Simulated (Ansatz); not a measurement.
# H3S+ (sulfonium) at 6 levels

We compute a comparison of 6 runs (B2PLYP/6-31G, BHLYP/6-31G, HSE06/6-31G, SVWN5/6-31G, revPBE/6-31G, wB97M-V/3-21G) of H3S+ (sulfonium). 

The calculation is run with Ansatz 0.2.0.

9 further runs of the same task are left out: 7 that didn't finish, 2 set aside as unsound or not needed.

### 1 The system as given

H3S+ has 4 atoms, charge +1, and is taken as a singlet. SMILES: `[SH3+]`. The H2–S1 distance was set to 3.389 Å, away from the relaxed value. At this shape a bond of the SMILES string is far longer than usual.

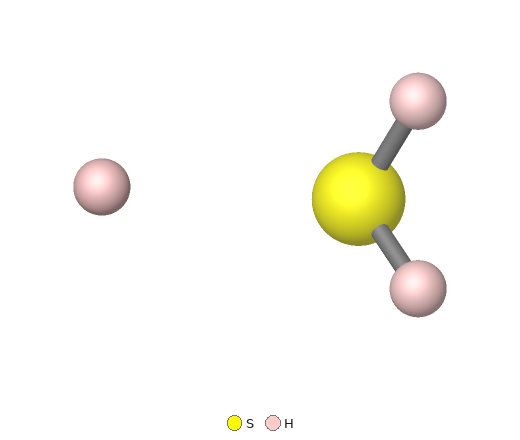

The structure, seen from a chosen angle (sulfur yellow, hydrogen pink).

### 2 The energy at B2PLYP/6-31G (run 1)

Input file molecule.yaml:

```yaml
crystal:
  periodic: [false, false, false]
  atoms:
    - {symbol: S, position_ang: [-0.517972, -0.673650, -2.216383]}
    - {symbol: H, position_ang: [0.848020, 0.280920, 0.734350]}
    - {symbol: H, position_ang: [-1.313742, -1.610670, -1.645403]}
    - {symbol: H, position_ang: [-1.475092, 0.285180, -2.183873]}
basis:
  gaussian:
    orbitals: 6-31G
total_charge: 1
hamiltonian:
  xc: {name: B2PLYP}
correlation:
  frozen_orbitals: {H: 0, S: 5}
accuracy: high
```

Launch:

```sh
$ ansatz run molecule.yaml --threads 1 --pin off --max-ram 2610MiB --events-out events.jsonl --progress --plain --runs-dir runs
```

The log of the run:

```text
Warning: RAYON_NUM_THREADS=1 ignored (pool sized by the plan → 1); use --threads N
Functional definition: B2PLYP
  name "B2PLYP"
  parameter a = 0.53
  parameter c = 0.27
  exchange = (1 - a)*b88_x + a*exact_x
  correlation = (1 - c)*lyp_c + c*(mp2_os + mp2_ss)
398 factors; integrals over basis functions are off by at most 4.5e-9 eV
mean field evaluation 1: about -10858.6542 eV, gradient 2.9e1 eV
mean field evaluation 2: about -10858.6532 eV, gradient 2.8e1 eV
mean field evaluation 4: about -10861.4714 eV, gradient 9.5e0 eV
mean field evaluation 8: about -10863.0443 eV, gradient 5.1e0 eV
mean field evaluation 16: about -10863.1820 eV, gradient 2.8e-4 eV
mean field -10863.18198853 eV, -399.2145747492 hartree, gradient 7.4e-8 eV, S^2 0.000000; 0 other end points of the search recorded, 0 dependent functions left out; unrestricted orbitals would lower it
5 core orbitals not correlated: weight in the atoms' cores, before any rotation towards them, 1.000 or more for the frozen orbitals, at most 0.000 for the correlated occupied ones
reference -10863.18200874 eV, -399.2145754918 hartree; 4, 4 occupied and 10, 10 virtual orbitals, 398 factors
second order -4.79008938 eV of doubles, -0.00000000 eV of singles
Total energy: -10864.47533287 eV, -399.2621042770 hartree
```

It took 0.84 s on 1 thread of Arm Neoverse V2, shared host.

### 3 The energy at BHLYP/6-31G (run 2)

Input file job.yaml:

```yaml
crystal:
  periodic: [false, false, false]
  atoms:
    - {symbol: S, position_ang: [-0.517972, -0.673650, -2.216383]}
    - {symbol: H, position_ang: [0.848020, 0.280920, 0.734350]}
    - {symbol: H, position_ang: [-1.313742, -1.610670, -1.645403]}
    - {symbol: H, position_ang: [-1.475092, 0.285180, -2.183873]}
basis:
  gaussian:
    orbitals: 6-31G
total_charge: 1
hamiltonian:
  xc: {name: BHLYP}
accuracy: high
```

Launch:

```sh
$ ansatz run job.yaml --threads 1 --pin off --max-ram 2610MiB --events-out events.jsonl --progress --plain --runs-dir runs
```

The log of the run:

```text
Warning: RAYON_NUM_THREADS=1 ignored (pool sized by the plan → 1); use --threads N
Functional definition: BHLYP
  name "BHLYP"
  parameter a = 0.5
[... 1 set-up line as earlier in the session ...]
  correlation = lyp_c
398 factors; integrals over basis functions are off by at most 4.5e-9 eV
mean field evaluation 1: about -10863.6723 eV, gradient 2.9e1 eV
mean field evaluation 2: about -10846.4456 eV, gradient 5.1e1 eV
mean field evaluation 4: about -10863.1225 eV, gradient 3.0e1 eV
mean field evaluation 8: about -10868.3199 eV, gradient 7.2e-1 eV
mean field evaluation 16: about -10868.3184 eV, gradient 1.3e-4 eV
mean field -10868.31841048 eV, -399.4033347745 hartree, gradient 2.9e-8 eV, S^2 0.000000; 0 other end points of the search recorded, 0 dependent functions left out
reference -10868.31843201 eV, -399.4033355655 hartree; 9, 9 occupied and 10, 10 virtual orbitals, 398 factors
Total energy: -10868.31843201 eV, -399.4033355655 hartree
```

Wall time 0.65 s (1 thread of Arm Neoverse V2, shared host).

Run 3 isn't shown in full; the table further down has it.

### 4 The energy at SVWN5/6-31G (run 4)

Input file input.yaml:

```yaml
crystal:
  periodic: [false, false, false]
  atoms:
    - {symbol: S, position_ang: [-0.517972, -0.673650, -2.216383]}
    - {symbol: H, position_ang: [0.848020, 0.280920, 0.734350]}
    - {symbol: H, position_ang: [-1.313742, -1.610670, -1.645403]}
    - {symbol: H, position_ang: [-1.475092, 0.285180, -2.183873]}
basis:
  gaussian:
    orbitals: 6-31G
total_charge: 1
hamiltonian:
  xc: {name: SVWN5}
accuracy: high
```

Launch:

```sh
$ ansatz run input.yaml --threads 1 --pin off --max-ram 2610MiB --events-out events.jsonl --progress --plain --runs-dir runs
```

The log of the run:

```text
Warning: RAYON_NUM_THREADS=1 ignored (pool sized by the plan → 1); use --threads N
Functional definition: SVWN5
  name "SVWN5"
  exchange = slater_x
  correlation = vwn5_c
398 factors; integrals over basis functions are off by at most 4.5e-9 eV
mean field evaluation 1: about -10823.7373 eV, gradient 3.7e1 eV
mean field evaluation 2: about -10797.6450 eV, gradient 7.2e1 eV
mean field evaluation 4: about -10811.0996 eV, gradient 4.0e1 eV
mean field evaluation 8: about -10828.7329 eV, gradient 9.0e0 eV
mean field evaluation 16: about -10831.2869 eV, gradient 2.4e-6 eV
mean field -10831.28692307 eV, -398.0424527128 hartree, gradient 3.2e-8 eV, S^2 0.000000; 0 other end points of the search recorded, 0 dependent functions left out
reference -10831.28692533 eV, -398.0424527959 hartree; 9, 9 occupied and 10, 10 virtual orbitals, 398 factors
Total energy: -10831.28692533 eV, -398.0424527959 hartree
```

Wall time 0.5 s (1 thread of Arm Neoverse V2, shared host).

Run 5 isn't shown in full; the table further down has it.

### 5 A single-point energy at wB97M-V/3-21G (run 6)

Input file run.yaml:

```yaml
crystal:
  periodic: [false, false, false]
  atoms:
    - symbol: S
      position_ang: [-0.517972, -0.673650, -2.216383]
    - symbol: H
      position_ang: [0.848020, 0.280920, 0.734350]
    - symbol: H
      position_ang: [-1.313742, -1.610670, -1.645403]
    - symbol: H
      position_ang: [-1.475092, 0.285180, -2.183873]
basis:
  gaussian: {orbitals: 3-21G.json}
total_charge: 1
hamiltonian: {xc: {name: wB97M-V}}
accuracy: high
```

The basis set 3-21G is read from a file made from the Basis Set Exchange's data (not shown).

Launch:

```sh
$ ansatz run run.yaml --threads 1 --pin off --max-ram 2610MiB --events-out events.jsonl --progress --plain --runs-dir runs
```

The log of the run, cut to the lines that bear on the results:

```text
Warning: RAYON_NUM_THREADS=1 ignored (pool sized by the plan → 1); use --threads N
Functional definition: wB97M-V
  name "wB97M-V"
[...]
  gx(w, u) = 1 - cx + cx01*u + cx10*w
  gss(w, u) = css00 + css04*u^4 + css10*w + css20*w^2 + css43*w^4*u^3
  gos(w, u) = cos00 + cos10*w + (cos20 + cos21*u)*w^2 + (cos60 + cos61*u)*w^6
[...]
      + integral(e_c_pw_mod_opposite_spin*gos(b97_w_opposite, b97_u_opposite)) + vv10(b, c)
349 factors; integrals over basis functions are off by at most 4.0e-9 eV
146 factors; integrals over basis functions are off by at most 1.5e-9 eV
[...]
mean field -10814.84853711 eV, -397.4383531712 hartree, gradient 9.8e-9 eV, S^2 0.000000; 0 other end points of the search recorded, 0 dependent functions left out
reference -10814.84853962 eV, -397.4383532633 hartree; 9, 9 occupied and 10, 10 virtual orbitals, 349 factors
Total energy: -10814.84853962 eV, -397.4383532633 hartree
```

It took 7.2 s on 1 thread of Arm Neoverse V2, shared host; peak memory 0.19 GiB.

### 6 All runs side by side

| run | level | frozen core orbitals | energy (Eh) | wall time |
| --- | --- | --- | --- | --- |
| 1 | B2PLYP/6-31G | 5 | -399.262104 | 0.84 s |
| 2 | BHLYP/6-31G | – | -399.403336 | 0.65 s |
| 3 | HSE06/6-31G | – | -399.277099 | 0.92 s |
| 4 | SVWN5/6-31G | – | -398.042453 | 0.5 s |
| 5 | revPBE/6-31G | – | -399.384228 | 0.74 s |
| 6 | wB97M-V/3-21G | – | -397.438353 | 7.2 s |

### 7 What came out

```
           quantity          value
run 6: total energy  -397.43835 Eh
```

In words: Totals of different functionals can't be ranked against each other. In run 1 the log says that unrestricted orbitals would lower the reference, so the values rest on an unstable closed-shell determinant (other closed-shell runs at this shape may share the fault). All runs together took 11 s, the longest 7.2 s.
